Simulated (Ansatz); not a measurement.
**Convergence series on YBiO2F2 (P-4m2, 6 atoms in the cell)**

```
YBi(OF)2
1.0
    4.02236     0.00000     0.00000
    0.00000     4.02236     0.00000
    0.00000     0.00000     5.74900
Y Bi O F
1 1 2 2
Direct
  0.00000   0.00000   0.00000
  0.50000   0.50000   0.50000
  0.00000   0.50000   0.74563
  0.50000   0.00000   0.25437
  0.00000   0.50000   0.21962
  0.50000   0.00000   0.78038
```

Method of the run: PBE0, default PAW files made with PBE (plane waves; Ansatz, a program for electronic structure).

The starting cell comes from a database of computed structures (which also holds hypothetical and non-ambient phases and stackings), without a prior relaxation at this level. Its lattice was rescaled by a random factor within 2.5 % of one. Spin-orbit coupling is off. In the base run, with a pressure of about -12 GPa the cell is away from its equilibrium volume at this level. Ansatz's pressure includes its estimate of the finite-basis (Pulay) stress. Another mesh or the band path of this cell gives a smaller gap, so this value is not converged in the mesh.

Held fixed: basis.ecutwfc = 420 eV; kpoints.mp_grid.shift = 0.5 0.5 0.5; hamiltonian.xc = pbe0; hamiltonian.pseudopotentials = {kind: paw} (the program's default PAW files); scf.occupations.method = fixed.

ΔF is the free energy per atom less that of the last row (7 7 5).

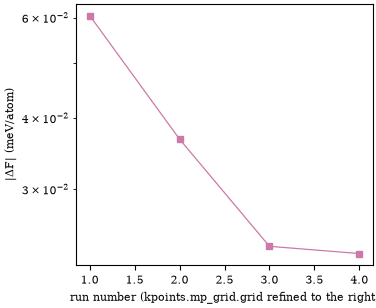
Size of the energy error against the last run of the series; values under 0.01 meV/atom are drawn at 0.01.

```
kpoints.mp_grid.grid  ΔF (meV/atom)  pressure (GPa)  largest force (eV/Å)  gap on the mesh (eV)  k-points  iterations
--------------------  -------------  --------------  --------------------  --------------------  --------  ----------
4 4 3                         -0.06          -11.79                 0.198                 4.519         6          16
5 5 3                         -0.04          -11.79                 0.198                 4.213        12          15
5 5 4                          0.02          -11.79                 0.198                 4.405        12          15
6 6 4                          0.02          -11.79                 0.198                 4.315        12          16
7 7 5                          0.00          -11.79                 0.198                 4.006        30          15
```

Energy within 0.5 meV/atom of the last row: from kpoints.mp_grid.grid = 4 4 3 on, the coarsest one.

Largest force within 0.01 eV/Å of the last row: from kpoints.mp_grid.grid = 4 4 3 on, the coarsest one. The value it settles on is 0.198 eV/Å at this level of theory and with the other settings as held.

Gaps are taken between levels on the mesh.

Keys are those of Ansatz 0.2.
